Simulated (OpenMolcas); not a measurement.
Run report: SiH3 (charge −1), excited-state calculation

The run: excited-state calculation of SiH3, charge −1. Method and program: CASPT2/ANO-RCC-VDZP, DKH2 (OpenMolcas 26.06).

The run did not end well. The geometry comes from this level: PBE0-D4/def2-TZVPD.

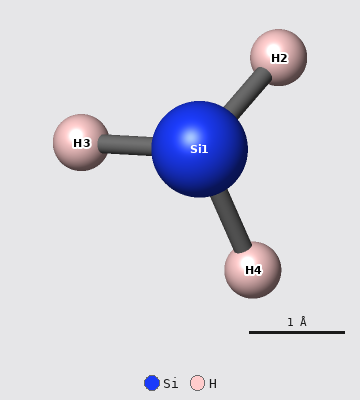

Fig. 1: The input geometry (ball-and-stick view, seen at a tilt; atoms are numbered from 1 in the order of the input). Bond lengths as drawn: H–Si 1.55 Å.

## Input
```
* H3Si CASPT2
>>> EXPORT MOLCAS_PRINT=2
&GATEWAY
XBAS
Si.ANO-RCC-VDZP
H.ANO-RCC-VDZP
End of Basis
ZMAT
Si1
H2 1 1.545618
H3 1 1.545667 2 94.0712
H4 1 1.545715 2 94.06746 3 94.37823
End of ZMAT
&SEWARD
Relativistic=R02E00
&RASSCF
FileOrb=$CurrDir/step2.RasOrb
Spin=1
Nactel=8 0 0
Inactive=5
Ras2=7
CIRoot=3 3 1
OrbListing=Nothing
&CASPT2
Multistate=all
```

Hardware: 1 thread of Intel Xeon (Sapphire Rapids), 16 GiB of memory available, shared host.

Launch command:
```bash
export MOLCAS_MEM=2
pymolcas step12.input > step12.log
```

## Output
```
--- Start Module: gateway ---

                                              &GATEWAY

                       available to each process: 2.0 MB of memory, 1 thread

---------------------------------------------------------------------------------------------
  Nr.	 Label		Type		Offset		Length	   Atime	  Address
---------------------------------------------------------------------------------------------
  1	FILETABL    	CHAR	-45978227360344	       26929           5	[0x555575ff50b0]
  2	DBSC        	CHAR	    -438194936	     1456001          58	[0x7f267fc9c010]
---------------------------------------------------------------------------------------------
Maximal available memory for Molcas = 517070
 ?mma_allo_?D: error: out-of-memory
 label: Shells
  available (kB):          517
  required  (kB):          792

--- Stop Module: gateway /rc=-6 ---

.########################.
.# Non-zero return code #.
.########################.

    Timing: Wall=0.04 User=0.02 System=0.01
```

## What the run reported

```json
{"quantity": "outcome", "value": "ended with an error"}
{"quantity": "peak memory", "value": "0.087 GiB"}
```

## Diagnosis

Some settings of this run were drawn to be unusual or wrong (mem set to 2 (from default)). The run ended with an error.
